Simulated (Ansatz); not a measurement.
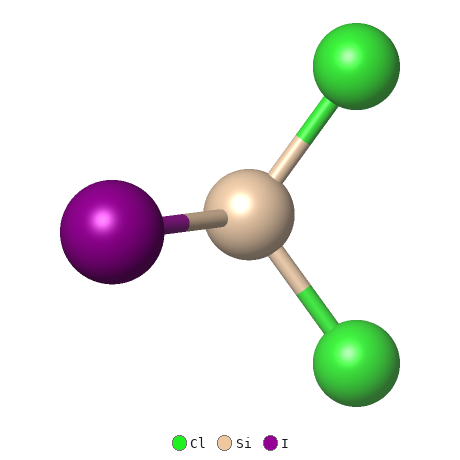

The picture shows a molecular structure as a ball-and-stick model.

The species is neutral and a spin doublet.

What is the molecular formula?

Answer. SiICl2, 4 atoms: 1 silicon, 1 iodine and 2 chlorine.

Write the SMILES.

Answer. Cl[Si](Cl)I

Count the bonded pairs by element.

Answer. 2 Cl–Si, 1 I–Si.

The parts below concern this one geometry. Atoms keep their numbers from picture to picture. The geometry was computed by an optimisation with PBE0-D4/def2-TZVP.

**Geometry**

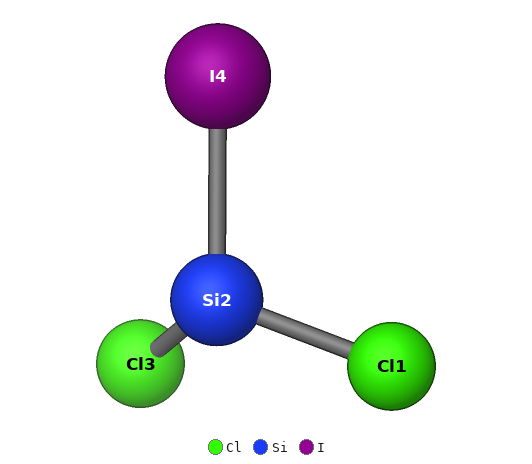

Atoms carry their numbers in the input.

Give the bond lengths.

```csv
bond,length (Å),order
Cl1–Si2,2.047,single
Si2–Cl3,2.047,single
Si2–I4,2.437,single
```

**Thermal motion**

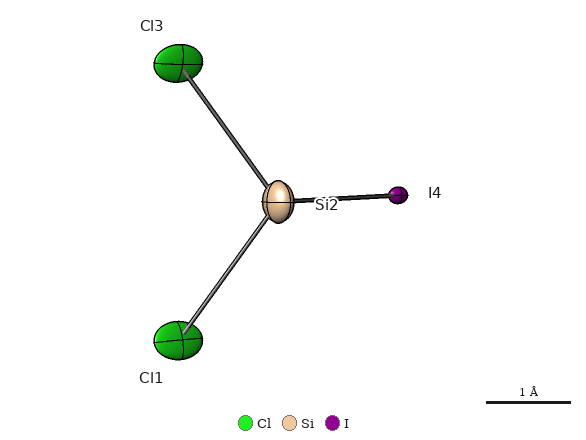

Displacement ellipsoids at the 50 % level, enlarged 2 times, from the internal vibrations of the free molecule (harmonic, no overall translation or rotation; no half-axis is drawn under 0.075 Å). Vibrations computed with UKS PBE0-D4/def2-TZVP, core potentials on I (Ansatz 0.2.0). Temperature: 600 K.

Which atom moves most?

Answer. Cl1, Cl3, with U_eq = 0.0075 Å².

Give the displacement parameters, one line for each set of equivalent atoms.

| atom | U_eq (Å²) | rms amplitudes (Å) |
| --- | --- | --- |
| Cl1, Cl3 | 0.0075 | 0.020, 0.074, 0.128 |
| Si2 | 0.0053 | 0.055, 0.078, 0.082 |
| I4 | 0.0010 | 0.006, 0.032, 0.045 |

**Electronic properties**

Properties computed with UKS PBE-D4/def2-TZVPP, core potentials on I (Ansatz 0.2.0).

Computed properties:

- dipole moment: 0.44 D
- HOMO energy (Kohn–Sham orbital): −5.70 eV
- ⟨S²⟩ of the determinant: 0.753

**Vibrations**

Harmonic vibrations computed with UKS PBE0-D4/def2-TZVP, core potentials on I (Ansatz 0.2.0) at a stationary point of the same level.

How many vibrational modes are there, and where do they lie?

Answer. 6 modes: 117, 132, 204, 348, 528, 578 cm⁻¹.
